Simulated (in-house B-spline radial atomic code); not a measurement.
# Zr⁵⁺: binding energies from hole states, part 2 of 2

Aim: binding energies of the shells of Zr⁵⁺, from runs with electrons taken out, set against the orbital energies of the parent.

Calculated with an in-house B-spline radial atomic code; Dirac-Coulomb Hartree-Fock. Aim: binding energies of the shells of Zr⁵⁺, from runs with electrons taken out, set against the orbital energies of the parent. The steps go on from the part before.

## Step 8: The 3p3/2 hole

Settings, as recorded:

```ini
Z = 40
electrons = 34.0
configuration = 1s2 2s2 2p6 3s2 3p-2 3p+3 3d10 4s2 4p5
hamiltonian = dirac
method = hf
spin_polarised = False
nucleus = fermi
rms_radius = 4.2694
mass_number = 90
atomic_mass = 89.904698755
speed_of_light = 137.035999084
```

From the record:

```text
status: converged
iterations: 9
energy [hartree]: {"total": -3576.42938197, "kinetic": 3697.68494966, "nuclear": -8514.51925074, "coulomb": 1347.28379716, "exact_exchange": -106.878878036}
breit [hartree]: {"gaunt": 2.259735, "retardation": -0.2205623, "frequency_dependence": -0.01260837}
qed [hartree]: {"self_energy": 1.526685, "uehling": -0.1688617, "wichmann_kroll": 0.002325475}
recoil [hartree]: 0.01556823
total_with_corrections [hartree]: -3573.02709984
orbitals [hartree, bohr; first row names the columns]:
  - ["name", "occ", "eps", "<r>"]
  - ["1s1/2", 2.0, -669.74199, 0.03705]
  - ["2s1/2", 2.0, -98.862451, 0.16179]
  - ["2p1/2", 2.0, -90.564684, 0.13862]
  - ["2p3/2", 4.0, -87.335351, 0.14313]
  - ["3s1/2", 2.0, -20.258718, 0.45163]
  - ["3p1/2", 2.0, -17.215032, 0.44829]
  - ["3p3/2", 3.0, -16.681273, 0.46885]
  - ["3d3/2", 4.0, -11.167213, 0.43932]
  - ["3d5/2", 6.0, -10.999885, 0.44271]
  - ["4s1/2", 2.0, -5.426178, 1.1329]
  - ["4p1/2", 1.6667, -4.4195109, 1.2098]
  - ["4p3/2", 3.3333, -4.3401352, 1.2221]
sum_r [bohr^k]: {"-1": 212.864, "1": 17.22337, "2": 15.57374}
energy_minus_base [hartree]: 15.0595636
energy_minus_base_with_corrections [hartree]: 15.0483005
```

Wall time 1 s (1 thread, shared host).

## Step 9: The 3d3/2 hole

Settings: those of step 8 with these lines changed.

```diff
@@ -2,3 +2,3 @@
 electrons = 34.0
-configuration = 1s2 2s2 2p6 3s2 3p-2 3p+3 3d10 4s2 4p5
+configuration = 1s2 2s2 2p6 3s2 3p6 3d-3 3d+6 4s2 4p5
 hamiltonian = dirac
```

From the record:

```text
status: converged
iterations: 9
energy [hartree]: {"total": -3582.0162265, "kinetic": 3703.37247342, "nuclear": -8524.90387799, "coulomb": 1347.03792212, "exact_exchange": -107.522744049}
breit [hartree]: {"gaunt": 2.270618, "retardation": -0.223113, "frequency_dependence": -0.0130448}
qed [hartree]: {"self_energy": 1.527704, "uehling": -0.1688445, "wichmann_kroll": 0.002325281}
recoil [hartree]: 0.01560543
total_with_corrections [hartree]: -3578.60497596
orbitals [hartree, bohr; first row names the columns]:
  - ["name", "occ", "eps", "<r>"]
  - ["1s1/2", 2.0, -669.55059, 0.037055]
  - ["2s1/2", 2.0, -98.906816, 0.16183]
  - ["2p1/2", 2.0, -90.519175, 0.13859]
  - ["2p3/2", 4.0, -87.404575, 0.14301]
  - ["3s1/2", 2.0, -20.397816, 0.45099]
  - ["3p1/2", 2.0, -17.129319, 0.44829]
  - ["3p3/2", 4.0, -16.717409, 0.45729]
  - ["3d3/2", 3.0, -11.200828, 0.43835]
  - ["3d5/2", 6.0, -11.125079, 0.44134]
  - ["4s1/2", 2.0, -5.4302222, 1.1321]
  - ["4p1/2", 1.6667, -4.4123243, 1.211]
  - ["4p3/2", 3.3333, -4.3315189, 1.2299]
sum_r [bohr^k]: {"-1": 213.1236, "1": 17.22, "2": 15.54517}
energy_minus_base [hartree]: 9.4727191
energy_minus_base_with_corrections [hartree]: 9.47042433
```

Run time: 1 s. Hardware: 1 thread, shared host.

## Step 10: The 3d5/2 hole

Settings: those of step 9 with these lines changed.

```diff
@@ -2,3 +2,3 @@
 electrons = 34.0
-configuration = 1s2 2s2 2p6 3s2 3p6 3d-3 3d+6 4s2 4p5
+configuration = 1s2 2s2 2p6 3s2 3p6 3d-4 3d+5 4s2 4p5
 hamiltonian = dirac
```

From the record:

```text
status: converged
iterations: 9
energy [hartree]: {"total": -3582.10789105, "kinetic": 3703.64618992, "nuclear": -8525.45553019, "coulomb": 1347.23827655, "exact_exchange": -107.536827335}
breit [hartree]: {"gaunt": 2.274282, "retardation": -0.2231147, "frequency_dependence": -0.0130124}
qed [hartree]: {"self_energy": 1.527403, "uehling": -0.1688431, "wichmann_kroll": 0.002325261}
recoil [hartree]: 0.01560476
total_with_corrections [hartree]: -3578.6932466
orbitals [hartree, bohr; first row names the columns]:
  - ["name", "occ", "eps", "<r>"]
  - ["1s1/2", 2.0, -669.53631, 0.037055]
  - ["2s1/2", 2.0, -98.895225, 0.16183]
  - ["2p1/2", 2.0, -90.575776, 0.1387]
  - ["2p3/2", 4.0, -87.356138, 0.14295]
  - ["3s1/2", 2.0, -20.394242, 0.45103]
  - ["3p1/2", 2.0, -17.26751, 0.44775]
  - ["3p3/2", 4.0, -16.644687, 0.45766]
  - ["3d3/2", 4.0, -11.220046, 0.43823]
  - ["3d5/2", 5.0, -11.106866, 0.44157]
  - ["4s1/2", 2.0, -5.4298027, 1.1322]
  - ["4p1/2", 1.6667, -4.4195332, 1.2096]
  - ["4p3/2", 3.3333, -4.3275015, 1.2307]
sum_r [bohr^k]: {"-1": 213.1374, "1": 17.21888, "2": 15.54543}
energy_minus_base [hartree]: 9.38105455
energy_minus_base_with_corrections [hartree]: 9.38215369
```

Wall time 1.1 s (1 thread, shared host).

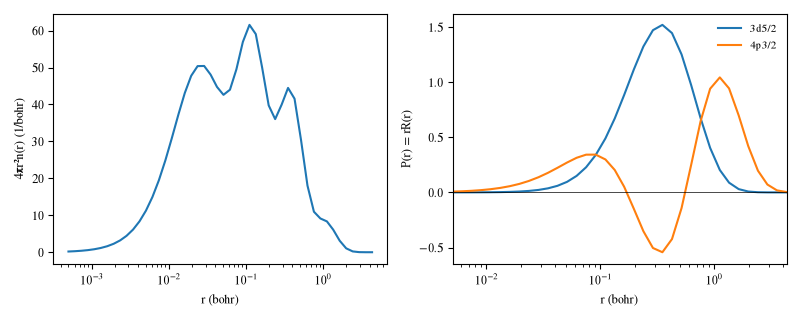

Radial density (left) and the radial functions of 3d5/2, 4p3/2 (right).

Clear maxima of the radial density (full grid of the record): 0.029, 0.11, 0.35 bohr.

X-ray form factor of the spherical density:

```
sinθ/λ (1/Å)  f (electrons)
           0         34.000
         0.1         32.900
         0.2         30.079
         0.3         26.584
         0.4         23.296
         0.6         18.356
         0.8         14.788
           1         11.837
         1.4          7.872
         1.8          6.079
         2.5          4.608
           4          2.345
           6          1.292
```

## Step 11: The 4s hole

Settings: those of step 10 with these lines changed.

```diff
@@ -2,3 +2,3 @@
 electrons = 34.0
-configuration = 1s2 2s2 2p6 3s2 3p6 3d-4 3d+5 4s2 4p5
+configuration = 1s2 2s2 2p6 3s2 3p6 3d10 4s1 4p5
 hamiltonian = dirac
```

From the record:

```text
status: converged
iterations: 9
energy [hartree]: {"total": -3586.92446695, "kinetic": 3707.9326208, "nuclear": -8554.24527604, "coulomb": 1368.42183517, "exact_exchange": -109.033646874}
breit [hartree]: {"gaunt": 2.272641, "retardation": -0.2230862, "frequency_dependence": -0.01299553}
qed [hartree]: {"self_energy": 1.524315, "uehling": -0.1685284, "wichmann_kroll": 0.002320946}
recoil [hartree]: 0.01556714
total_with_corrections [hartree]: -3583.51423323
orbitals [hartree, bohr; first row names the columns]:
  - ["name", "occ", "eps", "<r>"]
  - ["1s1/2", 2.0, -668.73198, 0.037054]
  - ["2s1/2", 2.0, -98.015622, 0.1619]
  - ["2p1/2", 2.0, -89.683535, 0.13871]
  - ["2p3/2", 4.0, -86.505562, 0.14304]
  - ["3s1/2", 2.0, -19.794366, 0.45523]
  - ["3p1/2", 2.0, -16.644784, 0.45224]
  - ["3p3/2", 4.0, -16.116797, 0.46201]
  - ["3d3/2", 4.0, -10.566839, 0.44673]
  - ["3d5/2", 6.0, -10.471107, 0.45011]
  - ["4s1/2", 1.0, -5.3138719, 1.1529]
  - ["4p1/2", 1.6667, -4.2342821, 1.2423]
  - ["4p3/2", 3.3333, -4.1523759, 1.2634]
sum_r [bohr^k]: {"-1": 213.8571, "1": 16.83262, "2": 14.98413}
energy_minus_base [hartree]: 4.56447865
energy_minus_base_with_corrections [hartree]: 4.56116707
```

It took 1 s on 1 thread, shared host.

## Step 12: The 4p hole

Settings: those of step 11 with these lines changed.

```diff
@@ -2,3 +2,3 @@
 electrons = 34.0
-configuration = 1s2 2s2 2p6 3s2 3p6 3d10 4s1 4p5
+configuration = 1s2 2s2 2p6 3s2 3p6 3d10 4s2 4p4
 hamiltonian = dirac
```

From the record:

```text
status: converged
iterations: 9
energy [hartree]: {"total": -3587.93953187, "kinetic": 3709.12254228, "nuclear": -8558.00789368, "coulomb": 1370.35791904, "exact_exchange": -109.41209951}
breit [hartree]: {"gaunt": 2.272101, "retardation": -0.2227886, "frequency_dependence": -0.01294024}
qed [hartree]: {"self_energy": 1.526526, "uehling": -0.1687617, "wichmann_kroll": 0.002324131}
recoil [hartree]: 0.01558198
total_with_corrections [hartree]: -3584.52748965
orbitals [hartree, bohr; first row names the columns]:
  - ["name", "occ", "eps", "<r>"]
  - ["1s1/2", 2.0, -668.67856, 0.037053]
  - ["2s1/2", 2.0, -97.96755, 0.16188]
  - ["2p1/2", 2.0, -89.625941, 0.13872]
  - ["2p3/2", 4.0, -86.447926, 0.14304]
  - ["3s1/2", 2.0, -19.755001, 0.45456]
  - ["3p1/2", 2.0, -16.585673, 0.45249]
  - ["3p3/2", 4.0, -16.057996, 0.4623]
  - ["3d3/2", 4.0, -10.509665, 0.44697]
  - ["3d5/2", 6.0, -10.414047, 0.45036]
  - ["4s1/2", 2.0, -5.1961893, 1.1576]
  - ["4p1/2", 1.3333, -4.261243, 1.2417]
  - ["4p3/2", 2.6667, -4.1803497, 1.2623]
sum_r [bohr^k]: {"-1": 213.9512, "1": 16.73783, "2": 14.7111}
energy_minus_base [hartree]: 3.54941372
energy_minus_base_with_corrections [hartree]: 3.54791064
```

It took 1 s on 1 thread, shared host.

## Step 13: What the holes cost

The summary covers parts 1 to 2.

| hole | ΔSCF (eV) | with Breit, QED, recoil (eV) | −ε of the parent (eV) | −ε less ΔSCF (eV) |
| --- | --- | --- | --- | --- |
| 1s | 18121.0 | 18074.6 | 18173.6 | 52.55 |
| 2s | 2619.46 | 2615.14 | 2644.33 | 24.87 |
| 2p1/2 | 2389.67 | 2385.48 | 2417.30 | 27.63 |
| 2p3/2 | 2303.90 | 2301.02 | 2330.84 | 26.94 |
| 3s | 510.12 | 509.50 | 516.79 | 6.67 |
| 3p1/2 | 423.80 | 423.27 | 430.64 | 6.84 |
| 3p3/2 | 409.79 | 409.49 | 416.30 | 6.51 |
| 3d3/2 | 257.77 | 257.70 | 265.17 | 7.41 |
| 3d5/2 | 255.27 | 255.30 | 262.58 | 7.31 |
| 4s | 124.21 | 124.12 | 124.91 | 0.71 |
| 4p | 96.584 | 96.544 | - | - |

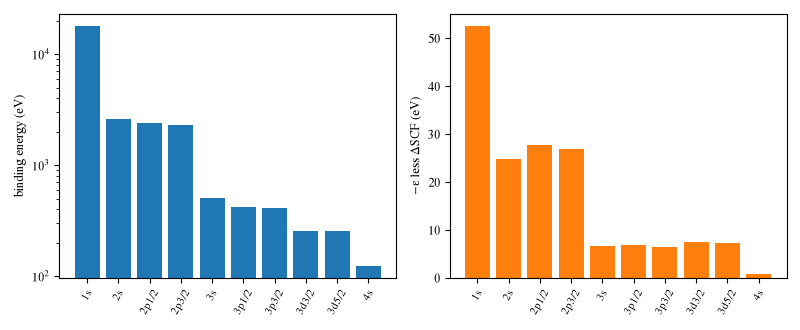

Binding energies (left) and their distance from the parent's orbital energies (right).

**Reading.** Koopmans' values overshoot, as they freeze the orbitals; relaxation lowers the cost by 52.5 eV for 1s and 0.71 eV for 4s. The spin-orbit splitting of the 2p hole is 84.47 eV with those corrections. Two partly filled shells share a symmetry and can mix in the average, which may lower the energy, in these hole states: 2p1/2; 2p3/2; 3p1/2; 3p3/2. A dash stands where an open shell is averaged over j, so that no single parent level belongs to the hole. Values are for the free ion, measured from the vacuum level.
